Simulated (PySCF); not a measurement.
```xyz
15

B    -3.2211    0.3034   -0.6178
Si   -1.6713    1.0739    0.1623
C    -0.3102   -0.2109   -0.3059
C     1.0406    0.1409    0.2919
C     2.0901   -0.8975   -0.0780
F     3.3096   -0.5765    0.4729
H    -4.1089   -0.4369   -0.6176
H    -1.5226    1.2448    1.6296
H    -1.1859    2.3663   -0.3684
H    -0.6078   -1.2027    0.0368
H    -0.2214   -0.2678   -1.3909
H     0.9700    0.1930    1.3802
H     1.3692    1.1170   -0.0695
H     1.8251   -1.8892    0.3050
H     2.2402   -0.9498   -1.1619
```

Geometry: GFN2-xTB.

Theory: UKS B3LYP, pcH-1 on B C F H Si, non-relativistic, mean-field spin-orbit, GIAO (PySCF 2.14.0, density-fitted response routines).

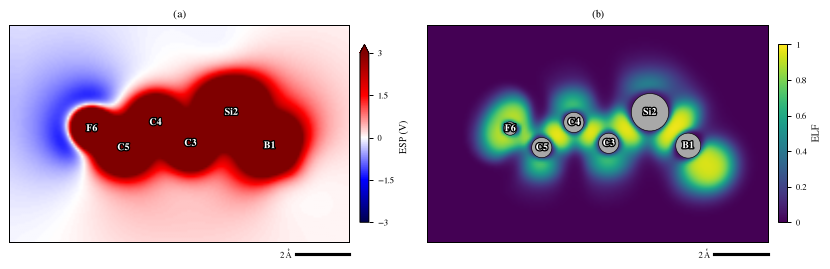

C$_{3}$H$_{9}$BFSi (doublet). (a) electrostatic potential; (b) electron localisation function on the plane of atoms C4, C5 and F6. Grey discs cover the atomic cores in the ELF map.

What does the map show?

Answer. Atoms in the plane: B, Si, C and F. C–F (1.38 Å): the ELF peaks at about 0.85 between the atoms; a polar covalent bond. C–C (1.52 Å): the ELF peaks at about 0.95 between the atoms: localised, covalent bonding. Si–B (1.90 Å): the ELF peaks at about 1 between the atoms, as expected for localised, covalent bonding. C–Si (1.93 Å): the ELF peaks at about 0.95 between the atoms; localised, covalent bonding. The ELF also peaks beside F6, away from the bonds: non-bonding electrons, paired or unpaired. Outside the dense part of the molecule the potential is most negative (−1.3 V) near F6.
